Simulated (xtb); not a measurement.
**Frequency calculation of C$_{2}$H$_{9}$BSi (part 2 of 2)**

The same run, continued: C$_{2}$H$_{9}$BSi, SMILES CCB[SiH3]; GFN2-xTB (xtb 6.7.1 later snapshot). The geometry was optimised with GFN2-xTB.

Geometry of the input (Å):
```
C  -0.6982  2.0341  0.1058
C  -0.4704  0.5570  0.4377
B  0.5032  -0.2474  -0.5004
Si 0.7818  -2.1696  -0.2291
H  -1.1362  2.1387  -0.8846
H  -1.3701  2.5005  0.8250
H  0.2435  2.5785  0.1178
H  -1.4430  0.0529  0.4829
H  -0.0874  0.4850  1.4638
H  1.0624  0.3322  -1.3562
H  0.4012  -2.9822  -1.3968
H  0.0279  -2.7555  0.8921
H  2.1851  -2.5243  0.0420
```

### Log, continued
```
 ---------------------------------------------------------------------------
     #   Z sym  total        # sym  WBO       # sym  WBO       # sym  WBO
 ---------------------------------------------------------------------------
     1   6      3.997 --     2      1.016     5      0.989     7      0.989
                             6      0.989
     2   6      3.973 --     3      1.079     1      1.016     8      0.947
                             9      0.938
     3   5      3.177 --     2      1.079    10      0.984     4      0.906
     4  14      3.597 --     3      0.906    12      0.902    13      0.896
                            11      0.896
     5   1      0.999 --     1      0.989
     6   1      0.999 --     1      0.989
     7   1      0.999 --     1      0.989
     8   1      0.999 --     2      0.947
     9   1      0.998 --     2      0.938
    10   1      0.990 --     3      0.984
Molecule has no symmetry elements
It seems to be the C1 point group
    11   1      0.984 --     4      0.896
    12   1      0.983 --     4      0.902
    13   1      0.984 --     4      0.896
 ---------------------------------------------------------------------------

Topologies differ in total number of bonds
Writing topology from bond orders to xtbtopo.mol

molecular dipole:
                 x           y           z       tot (Debye)
 q only:       -0.075       0.191       0.050
   full:       -0.209       0.570       0.104       1.566
molecular quadrupole (traceless):
                xx          xy          yy          xz          yz          zz
 q only:        1.239       0.970      -2.530       0.501       0.296       1.291
  q+dip:        2.376       2.100      -5.380      -0.133       0.273       3.004
   full:        2.700       2.116      -5.481       1.043       0.651       2.781

           -------------------------------------------------
          |               Frequency Printout                |
           -------------------------------------------------
 projected vibrational frequencies (cm⁻¹)
eigval :       -0.00    -0.00     0.00     0.00     0.00     0.00
eigval :       30.99    56.67   167.69   208.79   317.05   371.92
eigval :      483.96   494.42   703.97   745.73   808.13   828.90
eigval :      836.04   914.04   964.70  1018.34  1055.63  1128.79
eigval :     1228.09  1313.80  1417.11  1448.45  1510.84  1511.88
eigval :     2183.12  2183.43  2195.16  2609.76  2903.76  2937.05
eigval :     3013.83  3030.80  3036.95
 reduced masses (amu)
    1:      2.48    2:      4.66    3:      3.24    4:      3.21    5:      4.40    6:      2.99
    7:      1.98    8:      1.10    9:      2.57   10:      1.14   11:      3.33   12:      1.06
   13:      1.28   14:      1.27   15:      3.13   16:      1.57   17:      1.05   18:      1.07
   19:      1.03   20:      1.69   21:      1.14   22:      2.32   23:      1.45   24:      2.23
   25:      1.26   26:      1.60   27:      1.20   28:      1.08   29:      1.06   30:      1.05
   31:      1.05   32:      1.05   33:      1.02   34:      1.09   35:      1.09   36:      1.05
   37:      1.08   38:      1.09   39:      1.04
 IR intensities (km·mol⁻¹)
    1:      0.13    2:      0.06    3:      0.18    4:      0.17    5:      0.22    6:      0.03
    7:      2.88    8:      0.00    9:      1.70   10:      0.04   11:      1.28   12:     17.37
   13:     57.04   14:     29.07   15:      7.61   16:     37.36   17:    243.13   18:    367.77
   19:    157.93   20:     22.36   21:     11.06   22:     13.06   23:      2.50   24:     18.33
   25:      1.32   26:     11.30   27:      0.89   28:     15.26   29:      2.04   30:      2.22
   31:    473.23   32:    463.05   33:    126.51   34:    114.50   35:     27.02   36:     32.48
   37:     50.91   38:     42.14   39:     31.83
 Raman intensities (Ä⁴*amu⁻¹)
    1:      0.00    2:      0.00    3:      0.00    4:      0.00    5:      0.00    6:      0.00
    7:      0.00    8:      0.00    9:      0.00   10:      0.00   11:      0.00   12:      0.00
   13:      0.00   14:      0.00   15:      0.00   16:      0.00   17:      0.00   18:      0.00
   19:      0.00   20:      0.00   21:      0.00   22:      0.00   23:      0.00   24:      0.00
   25:      0.00   26:      0.00   27:      0.00   28:      0.00   29:      0.00   30:      0.00
   31:      0.00   32:      0.00   33:      0.00   34:      0.00   35:      0.00   36:      0.00
   37:      0.00   38:      0.00   39:      0.00
 output can be read by thermo (or use thermo option).
 writing <g98.out> molden fake output.
 recommended (thermochemical) frequency scaling factor: 1.0
           -------------------------------------------------
          |             Thermodynamic Functions             |
           -------------------------------------------------

c1  symmetry found (for desy threshold:  0.10E+00) used in thermo

          ...................................................
          :                      SETUP                      :
          :.................................................:
          :  # frequencies                          33      :
          :  # imaginary freq.                       0      :
          :  linear?                             false      :
          :  only rotor calc.                    false      :
          :  symmetry                               c1      :
          :  rotational number                       1      :
          :  scaling factor                  1.0000000      :
          :  rotor cutoff                   50.0000000 cm⁻¹ :
          :  imag. cutoff                  -20.0000000 cm⁻¹ :
          :.................................................:

    mode    ω/cm⁻¹     T·S(HO)/kcal·mol⁻¹    T·S(FR)/kcal·mol⁻¹   T·S(vib)
   ------------------------------------------------------------------------
       1     30.99    -1.71878 ( 12.86%)    -1.19732 ( 87.14%)    -1.26440
       2     56.67    -1.36256 ( 62.26%)    -1.01898 ( 37.74%)    -1.23289
       3    167.69    -0.73381 ( 99.22%)    -0.69790 (  0.78%)    -0.73353
       4    208.79    -0.61248 ( 99.67%)    -0.63300 (  0.33%)    -0.61255
   ------------------------------------------------------------------------

   temp. (K)  partition function   enthalpy   heat capacity  entropy
                                   cal/mol     cal/K/mol   cal/K/mol   J/K/mol
 298.15  VIB   188.                 2954.486     18.059     18.359
         ROT  0.907E+05              888.727      2.981     25.665
         INT  0.171E+08             3843.214     21.039     44.023
         TR   0.187E+26             1481.212      4.968     38.738
         TOT                        5324.4261    26.0074    82.7618   346.2753

       T/K    H(0)-H(T)+PV         H(T)/Eh          T*S/Eh         G(T)/Eh
   ------------------------------------------------------------------------
    298.15    0.848501E-02    0.107949E+00    0.393228E-01    0.686265E-01
   ------------------------------------------------------------------------

         :::::::::::::::::::::::::::::::::::::::::::::::::::::
         ::                  THERMODYNAMIC                  ::
         :::::::::::::::::::::::::::::::::::::::::::::::::::::
         :: total free energy         -11.730599935981 Eh   ::
         ::.................................................::
         :: total energy              -11.799226429419 Eh   ::
         :: zero point energy           0.099464279226 Eh   ::
         :: G(RRHO) w/o ZPVE           -0.030837785788 Eh   ::
         :: G(RRHO) contrib.            0.068626493438 Eh   ::
         :::::::::::::::::::::::::::::::::::::::::::::::::::::

           -------------------------------------------------
          | TOTAL ENERGY              -11.799226429419 Eh   |
          | TOTAL ENTHALPY            -11.691277137059 Eh   |
          | TOTAL FREE ENERGY         -11.730599935981 Eh   |
          | GRADIENT NORM               0.000026933767 Eh/α |
          | HOMO-LUMO GAP               2.823898144873 eV   |
           -------------------------------------------------

------------------------------------------------------------------------
------------------------------------------------------------------------
 total:
 *  cpu-time:     0 d,  0 h,  0 min,  0.421 sec
 * ratio c/w:     1.000 speedup
 SCF:
 *  cpu-time:     0 d,  0 h,  0 min,  0.008 sec
 * ratio c/w:     1.000 speedup
 analytical hessian:
 *  cpu-time:     0 d,  0 h,  0 min,  0.402 sec
 * ratio c/w:     1.000 speedup
```

### File vibspectrum
```
$vibrational spectrum
#  mode     symmetry     wave number   IR intensity    selection rules
#                         cm**(-1)      (km*mol⁻¹)        IR
     1                      -0.00         0.00000          -
     2                      -0.00         0.00000          -
     3                       0.00         0.00000          -
     4                       0.00         0.00000          -
     5                       0.00         0.00000          -
     6                       0.00         0.00000          -
     7        a             30.99         2.88051         YES
     8        a             56.67         0.00387         NO
     9        a            167.69         1.70007         YES
    10        a            208.79         0.03903         YES
    11        a            317.05         1.27877         YES
    12        a            371.92        17.36647         YES
    13        a            483.96        57.04142         YES
    14        a            494.42        29.06904         YES
    15        a            703.97         7.61492         YES
    16        a            745.73        37.36133         YES
    17        a            808.13       243.13080         YES
    18        a            828.90       367.76802         YES
    19        a            836.04       157.93381         YES
    20        a            914.04        22.35880         YES
    21        a            964.70        11.06444         YES
    22        a           1018.34        13.06301         YES
    23        a           1055.63         2.49570         YES
    24        a           1128.79        18.33179         YES
    25        a           1228.09         1.31578         YES
    26        a           1313.80        11.30313         YES
    27        a           1417.11         0.88916         YES
    28        a           1448.45        15.25790         YES
    29        a           1510.84         2.03887         YES
    30        a           1511.88         2.21736         YES
    31        a           2183.12       473.23354         YES
    32        a           2183.43       463.04909         YES
    33        a           2195.16       126.51039         YES
    34        a           2609.76       114.50194         YES
    35        a           2903.76        27.02438         YES
    36        a           2937.05        32.47981         YES
    37        a           3013.83        50.90772         YES
    38        a           3030.80        42.13847         YES
    39        a           3036.95        31.82600         YES
$end
```

### Standard error
```
normal termination of xtb
```

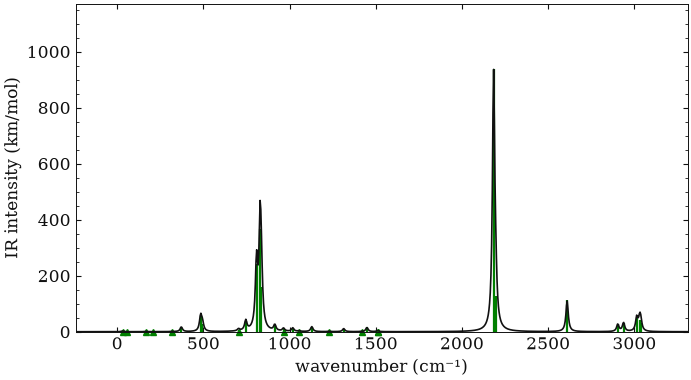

Harmonic infrared spectrum, unscaled: sticks (degenerate modes added up, dark ones marked on the axis) with a Lorentzian envelope of 16 cm⁻¹ full width, scaled to the tallest stick. 33 modes from 31 to 3037 cm⁻¹, none imaginary. The strongest line is at 2183 cm⁻¹ (936 km/mol).

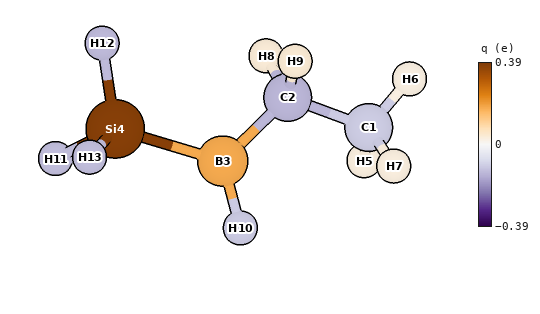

Mulliken charges, as the colour of each atom (ball-and-stick view, seen at a tilt; atoms are numbered from 1 in the order of the input). By element: C −0.14 to −0.10, B +0.17, Si +0.38 and H −0.13 to +0.04 e.
